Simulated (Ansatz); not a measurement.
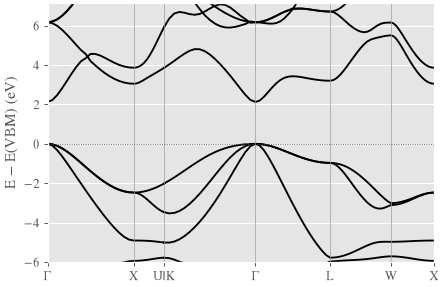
Band structure from plane-wave PAW LDA (Ansatz code)

Problem. Read off the gap and where the band edges lie.

Solution. About 2.1 eV (2.13 eV by a search for the band edges); maximum at Γ, minimum at Γ.

The material is ZnS (zinc blende, F-43m).

Symmetry was held in the LDA relaxation; phonons on a q-mesh show no instability.

Potentials: the later of the program's two PAW sets.
